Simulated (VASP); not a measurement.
Band structure of Al3InN4 (ordered alloy cell). These are PBEsol GGA, VASP's PBE PAW potentials (set 64) (plane waves; VASP 6.6.1) values and carry that method's errors.

Unless said otherwise, spin-orbit coupling is left out, though it shifts the bands of the heavy elements here.

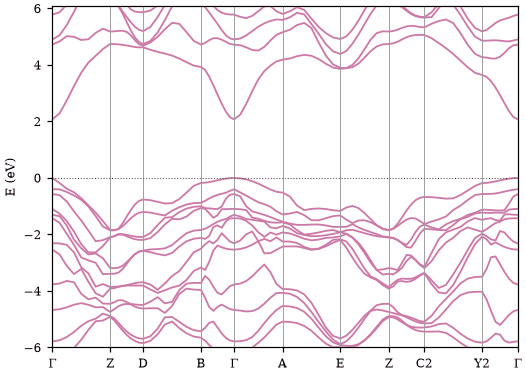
Figure. Bands along high-symmetry lines, zero at the valence-band maximum or, without a gap, the Fermi level

Read the plot: is there a gap, and where are the band edges?

The gap is direct, 2.07 eV, from the valence maximum at Γ to the conduction minimum at Γ. (Edges off the drawn lines would not show.)

The structure was generated: Al3InN4 was put into an ordered model structure (Pm), which need not be its known phase. It was relaxed first.
